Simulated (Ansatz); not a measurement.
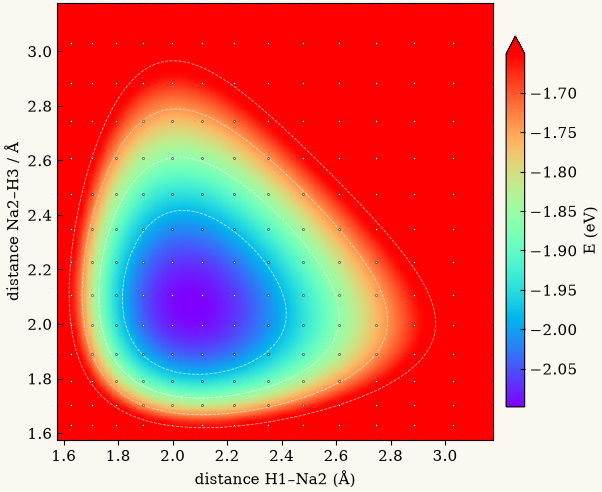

The system H⁻ + NaH. 
- The first coordinate is: distance H1–Na2; the second: distance Na2–H3.
- Nothing is relaxed (the angle H1–Na2–H3 is fixed at 180 degrees).
- The grid has 15 × 15 points; 120 points were computed and 105 follow by symmetry.
- Points are written as (first, second).
- All energies are given in eV relative to H with charge -1 far from the relaxed NaH (each part in its own basis).
- The reference is spin-restricted, so regions where a bond is pulled apart into radicals lie too high.
- These are results of RKS wB97X-V/aug-cc-pVTZ (Ansatz), not measurements.

In the figure: a smooth colour map with a few white contour lines, dots at the grid points, one colour for all values above the top of the scale. Between grid points the surface is interpolated.

Q: Estimate the position of the minimum and the force constants in these coordinates.

A: The interpolated minimum is at distance H1–Na2 ≈ 2.067 Å, distance Na2–H3 ≈ 2.067 Å. The curvatures there are about 2.8 eV/Å² and 2.8 eV/Å², with a cross term of about 0.3 eV/Å². Round the minimum the two coordinates are weakly coupled (coupling 0.09 in units of the two stiffnesses).
